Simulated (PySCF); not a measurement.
# SiF2 (SMILES F[Si]F): PBE/STO-3G

Aim: the vertical singlet–triplet gap of SiF2 at PBE/STO-3G, from 2 runs. Input form: a Python script.

Program for the calculation: PySCF 2.14.0.

21 further runs of the same task are left out: 4 that didn't finish, 17 set aside as unsound or not needed.

## (1) The molecule

The species is SiF2 (3 atoms), meant as a singlet with charge 0. SMILES: `F[Si]F`. The coordinates come from a GFN2-xTB relaxation.

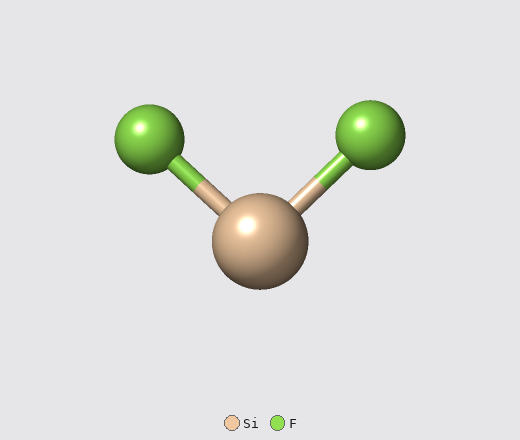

Viewed from a chosen angle; silicon light orange, fluorine green.

## (2) The energy at PBE/STO-3G

geometry.xyz

```xyz
3

Si     0.004220    -0.007680    -0.744810
F      1.165930    -0.017340     0.380560
F     -1.170150     0.025020     0.364240
```

run.py

```python
# SiF2
from pyscf import gto, dft

molecule = gto.M(
    atom='geometry.xyz',
    max_memory=1860,
    verbose=3,
    basis='sto-3g',
    charge=0,
    spin=0,
)

calc0 = dft.RKS(molecule, xc='pbe')
calc0.grids.level = 5
calc0.conv_tol = 1e-10
calc0.kernel()
if not calc0.converged:
    calc0 = calc0.newton().run(calc0.mo_coeff, calc0.mo_occ)

etot = calc0.e_tot
print(f'total energy: {etot:.8f} hartree')
```

The run is started by

```console
$ OMP_NUM_THREADS=1 python run.py
```

Log:

```text
converged SCF energy = -482.581196234808
total energy: -482.58119623 hartree
```

It took 2.5 s on 1 thread of Arm Neoverse V1, shared host; peak memory 0.19 GiB.

## (3) The triplet at the same level

start.xyz

```xyz
3
F2Si
Si     0.004220    -0.007680    -0.744810
F      1.165930    -0.017340     0.380560
F     -1.170150     0.025020     0.364240
```

input.py

```python
from pyscf import gto, dft

molecule = gto.M(
    atom='start.xyz',
    max_memory=1860,
    basis='sto-3g',
    spin=2,
    verbose=3,
)

myscf = dft.UKS(molecule, xc='pbe')
myscf.conv_tol = 1e-10
myscf.grids.level = 5
myscf.kernel()
if not myscf.converged:
    myscf = myscf.newton().run(myscf.mo_coeff, myscf.mo_occ)

e_tot = myscf.e_tot
print('E(%s) = %.9f' % ('PBE', e_tot))
```

The run is started by

```console
$ OMP_NUM_THREADS=1 python input.py
```

Log:

```text
WARN: HOMO -0.0543023576811077 >= LUMO -0.261078634044622

WARN: HOMO 0.12673446016626 >= LUMO 0.0728007632732668

WARN: HOMO 0.0671437438771775 >= LUMO -0.0477539494780506

WARN: HOMO 0.0665890282354409 >= LUMO -0.0562517693707766

WARN: HOMO 0.0663036834291308 >= LUMO -0.0572575256556085

WARN: HOMO 0.0666340015308858 >= LUMO -0.0579984196556918

WARN: HOMO 0.0666414935831579 >= LUMO -0.0580381769032084

WARN: HOMO 0.0666385429053595 >= LUMO -0.0580404004313345

WARN: HOMO 0.0666394070094772 >= LUMO -0.0580387755218514

WARN: HOMO 0.0666394457258023 >= LUMO -0.0580387132252594

WARN: HOMO 0.0666394909611142 >= LUMO -0.0580387458717631

converged SCF energy = -482.442381830967  <S^2> = 2.0006167  2S+1 = 3.0004111
E(PBE) = -482.442381831
```

It took 4.2 s on 1 thread of Arm Neoverse V1, shared host; peak memory 0.2 GiB.

## (4) What came out

At PBE/STO-3G:

```
                                        quantity          value
                           singlet: total energy  -482.58120 Eh
                          singlet: dipole moment         0.17 D
                            singlet: HOMO energy       -1.96 eV
                            singlet: LUMO energy        2.19 eV
                          singlet: HOMO–LUMO gap        4.15 eV
                           triplet: total energy  -482.44238 Eh
                          triplet: dipole moment         0.83 D
                                   triplet: ⟨S²⟩          2.001
vertical energy of the triplet above the singlet       3.777 eV
```

What this shows: At this shape the triplet lies 3.78 eV (87 kcal/mol) above the singlet. In a minimal basis such a difference can be off by several eV, whatever the method. Mulliken charges (triplet) run from -0.16 on F3 to +0.32 on Si1.
